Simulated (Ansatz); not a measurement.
## Si2H4OF2: geometry relaxation (part 3 of 3)

The same run, continued: Si2H4OF2; RKS r2SCAN-D4/def2-SVP (Ansatz 0.2.0). It belongs to a series of runs on one base structure; here: end point B relaxed.

Geometry of the input (Å):
```
Si -0.7007  -0.6994  0.6708
H  1.7014  0.3962  1.0160
F  1.6508  0.6947  0.1409
O  -1.6546  0.5774  0.2276
Si -2.4059  1.4138  -1.0205
H  -3.8767  1.1965  -0.9163
H  -2.1062  2.8625  -0.8573
H  -1.9216  0.9416  -2.3481
F  -0.6096  -1.5564  -0.7261
```

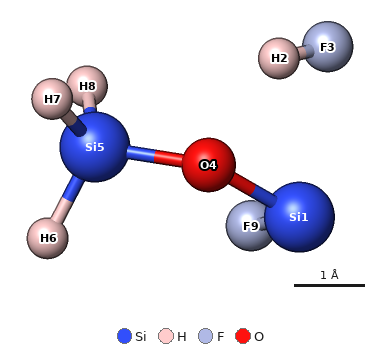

The geometry at step 34 of the log (ball-and-stick view, seen at a tilt; atoms are numbered from 1 in the order of the input).

Trajectory as extended XYZ, continued:
```
9
Properties=species:S:1:pos:R:3:forces:R:3 step=26 energy=-23288.13006
Si   -0.8211   -0.8746    0.8094   -0.0046  -0.0071   0.0251
H     1.3111    1.0360    0.4836   -0.0429  -0.0737  -0.0977
F     1.1495    0.3906   -0.1689    0.0296   0.0779   0.0899
O    -1.6051    0.5577    0.4640    0.0069  -0.0009  -0.0110
Si   -2.1418    1.3878   -0.8945    0.0170  -0.0062   0.0141
H    -3.5659    1.0412   -1.1651    0.0009   0.0017   0.0024
H    -2.0337    2.8447   -0.5997   -0.0041   0.0008  -0.0018
H    -1.3098    1.0650   -2.0871    0.0023   0.0013  -0.0059
F    -0.9062   -1.6215   -0.6546   -0.0051   0.0062  -0.0152
9
Properties=species:S:1:pos:R:3:forces:R:3 step=27 energy=-23288.13083
Si   -0.8245   -0.8896    0.8080    0.0056  -0.0215   0.0073
H     1.2339    1.0783    0.4547   -0.0678  -0.4367  -0.3867
F     1.1675    0.3618   -0.1509    0.0391   0.4413   0.3852
O    -1.5801    0.5605    0.4670    0.0244   0.0192  -0.0171
Si   -2.1264    1.3875   -0.8901   -0.0174  -0.0126   0.0040
H    -3.5526    1.0405   -1.1500    0.0055  -0.0041   0.0014
H    -2.0222    2.8454   -0.5988    0.0118   0.0003   0.0031
H    -1.3038    1.0642   -2.0893    0.0084   0.0049   0.0031
F    -0.9147   -1.6217   -0.6637   -0.0096   0.0092  -0.0003
9
Properties=species:S:1:pos:R:3:forces:R:3 step=28 energy=-23288.14152
Si   -0.8318   -0.9052    0.8033   -0.0235   0.0238   0.0057
H     1.1321    1.1156    0.3764   -0.0528   0.0196   0.0145
F     1.2343    0.3073   -0.0710   -0.0131  -0.0276  -0.0216
O    -1.5191    0.5853    0.4625    0.0795  -0.0350   0.0061
Si   -2.1128    1.3914   -0.8871   -0.0256   0.0115  -0.0032
H    -3.5326    1.0071   -1.1320    0.0220  -0.0124   0.0044
H    -2.0438    2.8516   -0.5950    0.0080  -0.0047  -0.0045
H    -1.2920    1.0923   -2.0943    0.0070   0.0072  -0.0021
F    -0.9572   -1.6184   -0.6759   -0.0015   0.0178   0.0007
9
Properties=species:S:1:pos:R:3:forces:R:3 step=29 energy=-23288.14828
Si   -0.8187   -0.9205    0.8098    0.0307  -0.0686   0.0074
H     0.9475    1.1322    0.3165    0.1359  -0.6645  -0.3049
F     1.1936    0.3078   -0.0741   -0.1454   0.6439   0.3111
O    -1.4622    0.5894    0.4688    0.0292   0.0916   0.0152
Si   -2.0709    1.3939   -0.8756   -0.0641  -0.0244  -0.0509
H    -3.4870    0.9919   -1.1118    0.0154   0.0094   0.0058
H    -2.0064    2.8545   -0.5856    0.0002  -0.0056   0.0123
H    -1.2567    1.1030   -2.0893    0.0159   0.0053   0.0029
F    -0.9624   -1.6254   -0.6717   -0.0178   0.0128   0.0012
9
Properties=species:S:1:pos:R:3:forces:R:3 step=30 energy=-23288.15469
Si   -0.8009   -0.9140    0.8053    0.0116  -0.1502   0.0399
H     0.8730    1.1101    0.2965    0.2419  -0.6453  -0.2778
F     1.2269    0.3045   -0.0509   -0.2837   0.6489   0.2860
O    -1.4356    0.6013    0.4640    0.0906   0.1019  -0.0019
Si   -2.0655    1.3954   -0.8776   -0.0740   0.0330  -0.0524
H    -3.4807    0.9843   -1.1013    0.0250  -0.0090  -0.0011
H    -2.0111    2.8560   -0.5855   -0.0032  -0.0058   0.0040
H    -1.2507    1.1148   -2.0937    0.0021  -0.0063   0.0016
F    -0.9784   -1.6255   -0.6698   -0.0102   0.0327   0.0017
9
Properties=species:S:1:pos:R:3:forces:R:3 step=31 energy=-23288.16505
Si   -0.8021   -0.9227    0.8046    0.0192  -0.1231   0.0275
H     0.8193    1.1057    0.2730    0.1138  -0.3415  -0.1151
F     1.2258    0.3153   -0.0310   -0.1272   0.3193   0.1245
O    -1.4008    0.6088    0.4597    0.0543   0.1179   0.0019
Si   -2.0520    1.3981   -0.8761   -0.0734   0.0005  -0.0507
H    -3.4637    0.9705   -1.0888    0.0161  -0.0025   0.0048
H    -2.0081    2.8589   -0.5834   -0.0018  -0.0107   0.0011
H    -1.2466    1.1197   -2.0990    0.0081   0.0078   0.0027
F    -0.9946   -1.6274   -0.6720   -0.0090   0.0323   0.0033
9
Properties=species:S:1:pos:R:3:forces:R:3 step=32 energy=-23288.17359
Si   -0.7762   -0.9155    0.7871   -0.0471  -0.0451  -0.1535
H     0.6961    1.0206    0.3470    0.3961  -0.5660  -0.4009
F     1.2580    0.3397   -0.0119   -0.3678   0.5524   0.3706
O    -1.2669    0.6645    0.4218   -0.0558   0.0235   0.0408
Si   -2.0327    1.4082   -0.8911    0.0617  -0.0290  -0.0393
H    -3.4318    0.9060   -1.0301    0.0707   0.0097   0.0332
H    -2.0367    2.8727   -0.6129   -0.0252  -0.0408   0.0104
H    -1.2668    1.1503   -2.1453   -0.0379   0.0099   0.0247
F    -1.0659   -1.6197   -0.6776    0.0054   0.0855   0.1138
9
Properties=species:S:1:pos:R:3:forces:R:3 step=33 energy=-23288.17461
Si   -0.7793   -0.9112    0.7911   -0.0116  -0.1008  -0.0285
H     0.6319    0.9961    0.2388    0.8987  -0.9882  -0.2280
F     1.3046    0.3183    0.0694   -0.9804   0.9518   0.2484
O    -1.2372    0.6829    0.4220    0.0841   0.0760  -0.1153
Si   -2.0222    1.4131   -0.8906   -0.0745  -0.0012   0.0127
H    -3.4095    0.8759   -1.0190    0.0853   0.0042   0.0065
H    -2.0696    2.8743   -0.6012   -0.0009  -0.0415  -0.0029
H    -1.2546    1.1817   -2.1485   -0.0186  -0.0016   0.0346
F    -1.0870   -1.6042   -0.6750    0.0178   0.1012   0.0725
9
Properties=species:S:1:pos:R:3:forces:R:3 step=34 energy=-23288.19498
Si   -0.7639   -0.8920    0.7828   -0.0638  -0.1242   0.0250
H     0.6266    0.9506    0.2559    0.4520  -0.4338  -0.1321
F     1.3066    0.2918    0.1149   -0.4779   0.4515   0.1081
O    -1.1939    0.7089    0.3938    0.0497   0.0846  -0.0721
Si   -2.0258    1.4206   -0.9007   -0.0285  -0.0117   0.0232
H    -3.4012    0.8501   -0.9947    0.0621   0.0046   0.0074
H    -2.0968    2.8799   -0.6105   -0.0061  -0.0301  -0.0071
H    -1.2850    1.2001   -2.1760   -0.0142   0.0049   0.0280
F    -1.0897   -1.5833   -0.6784    0.0267   0.0542   0.0196
9
Properties=species:S:1:pos:R:3:forces:R:3 step=35 energy=-23288.20271
Si   -0.7948   -0.8930    0.7974    0.0123   0.0298  -0.0839
H     0.6211    0.9379    0.2079    0.0203  -0.0820   0.0225
F     1.2891    0.2712    0.1536    0.0322   0.0092  -0.0026
O    -1.1695    0.7204    0.3826   -0.0643   0.0628  -0.0319
Si   -2.0214    1.4263   -0.9001   -0.0203  -0.0427   0.0425
H    -3.3866    0.8344   -0.9757    0.0136   0.0027  -0.0091
H    -2.1092    2.8831   -0.6098   -0.0051  -0.0057  -0.0014
H    -1.2952    1.2138   -2.1838    0.0009   0.0100   0.0064
F    -1.0564   -1.5672   -0.6850    0.0103   0.0159   0.0576
9
Properties=species:S:1:pos:R:3:forces:R:3 step=36 energy=-23288.20568
Si   -0.7927   -0.8762    0.7991   -0.0237   0.0259  -0.0383
H     0.6388    0.9095    0.2103   -0.0543   0.0668   0.0027
F     1.3037    0.2420    0.1677    0.0619  -0.0774  -0.0022
O    -1.1626    0.7375    0.3739    0.0094   0.0036   0.0008
Si   -2.0307    1.4309   -0.9033    0.0143  -0.0095   0.0155
H    -3.3858    0.8178   -0.9775    0.0013  -0.0025  -0.0030
H    -2.1376    2.8862   -0.6139   -0.0168  -0.0014   0.0065
H    -1.3042    1.2335   -2.1889   -0.0003   0.0006  -0.0030
F    -1.0520   -1.5544   -0.6804    0.0082  -0.0061   0.0211
9
Properties=species:S:1:pos:R:3:forces:R:3 step=37 energy=-23288.20721
Si   -0.7979   -0.8596    0.8052   -0.0241   0.0363  -0.0133
H     0.6551    0.8878    0.2054   -0.0334   0.0671  -0.0139
F     1.3107    0.2087    0.1789    0.0249  -0.0589   0.0059
O    -1.1453    0.7563    0.3626    0.0260  -0.0178   0.0131
Si   -2.0327    1.4373   -0.9075    0.0021  -0.0028   0.0140
H    -3.3737    0.7936   -0.9805    0.0022  -0.0045  -0.0029
H    -2.1770    2.8881   -0.6100   -0.0040  -0.0074   0.0002
H    -1.3076    1.2604   -2.1971    0.0024   0.0076   0.0002
F    -1.0547   -1.5457   -0.6700    0.0039  -0.0196  -0.0033
9
Properties=species:S:1:pos:R:3:forces:R:3 step=38 energy=-23288.20870
Si   -0.8107   -0.8288    0.8209   -0.0086   0.0460   0.0192
H     0.6864    0.8538    0.1767    0.0819  -0.0639  -0.0083
F     1.3179    0.1459    0.2011   -0.1218   0.0813  -0.0025
O    -1.1151    0.7892    0.3439    0.0341  -0.0496   0.0036
Si   -2.0363    1.4480   -0.9132   -0.0189   0.0363   0.0046
H    -3.3485    0.7433   -0.9922    0.0350   0.0158  -0.0037
H    -2.2482    2.8893   -0.5986    0.0052  -0.0511  -0.0067
H    -1.3059    1.3220   -2.2070   -0.0090   0.0021   0.0142
F    -1.0627   -1.5358   -0.6446    0.0021  -0.0169  -0.0202
9
Properties=species:S:1:pos:R:3:forces:R:3 step=39 energy=-23288.20947
Si   -0.8135   -0.8217    0.8298    0.0046   0.0333  -0.0162
H     0.6865    0.8494    0.1696    0.0318  -0.0258  -0.0176
F     1.3061    0.1325    0.1912   -0.0478   0.0295   0.0112
O    -1.1088    0.7953    0.3429   -0.0011  -0.0320   0.0062
Si   -2.0337    1.4503   -0.9133   -0.0154   0.0254   0.0063
H    -3.3380    0.7323   -1.0000    0.0293   0.0148  -0.0012
H    -2.2615    2.8873   -0.5930    0.0045  -0.0396  -0.0066
H    -1.2995    1.3368   -2.2059   -0.0048   0.0027   0.0127
F    -1.0606   -1.5352   -0.6343   -0.0009  -0.0083   0.0053
9
Properties=species:S:1:pos:R:3:forces:R:3 step=40 energy=-23288.20995
Si   -0.8125   -0.8072    0.8432    0.0101  -0.0025   0.0410
H     0.6847    0.8348    0.1302   -0.0140   0.0173   0.0160
F     1.2889    0.1082    0.1963    0.0288  -0.0269  -0.0146
O    -1.0999    0.8066    0.3420   -0.0231   0.0086  -0.0395
Si   -2.0304    1.4551   -0.9128   -0.0260   0.0105   0.0183
H    -3.3191    0.7132   -1.0157    0.0160   0.0094  -0.0020
H    -2.2886    2.8828   -0.5803    0.0034  -0.0135  -0.0088
H    -1.2866    1.3671   -2.2018    0.0035   0.0029   0.0073
F    -1.0594   -1.5337   -0.6141    0.0014  -0.0058  -0.0177
9
Properties=species:S:1:pos:R:3:forces:R:3 step=41 energy=-23288.21014
Si   -0.8117   -0.8057    0.8473    0.0055  -0.0280   0.0432
H     0.6876    0.8325    0.1253   -0.0131   0.0156   0.0146
F     1.2907    0.1061    0.2008    0.0259  -0.0230  -0.0153
O    -1.1021    0.8016    0.3326   -0.0058   0.0313  -0.0187
Si   -2.0334    1.4588   -0.9150   -0.0209   0.0067  -0.0015
H    -3.3222    0.7186   -1.0203    0.0045   0.0033  -0.0054
H    -2.2904    2.8845   -0.5751    0.0027  -0.0060  -0.0061
H    -1.2902    1.3771   -2.2049   -0.0013   0.0038   0.0062
F    -1.0512   -1.5466   -0.6038    0.0026  -0.0036  -0.0170
9
Properties=species:S:1:pos:R:3:forces:R:3 step=42 energy=-23288.21037
Si   -0.8119   -0.7985    0.8568   -0.0010  -0.0227  -0.0090
H     0.6916    0.8248    0.1237    0.0153  -0.0158  -0.0028
F     1.2885    0.0910    0.1893   -0.0126   0.0204   0.0005
O    -1.1001    0.8071    0.3309   -0.0058   0.0065  -0.0028
Si   -2.0354    1.4615   -0.9153    0.0097   0.0082  -0.0131
H    -3.3166    0.7103   -1.0319    0.0025   0.0012   0.0040
H    -2.3045    2.8838   -0.5725   -0.0065  -0.0008   0.0053
H    -1.2866    1.3955   -2.2028   -0.0006  -0.0047   0.0028
F    -1.0480   -1.5486   -0.5911   -0.0011   0.0077   0.0151
```

Results in brief:

```json
{"quantity": "outcome", "value": "converged"}
{"quantity": "total energy", "value": "−23288.2104 eV"}
{"quantity": "mean-field energy", "value": "−23288.1622 eV"}
{"quantity": "largest force (length of the vector) at the end", "value": "0.024 eV/Å"}
{"quantity": "hardware", "value": "4 threads of Arm Neoverse V1, 24 GiB of memory available, shared host"}
{"quantity": "wall time", "value": "79 s (CPU time 4.9 min)"}
{"quantity": "peak memory", "value": "0.17 GiB"}
```
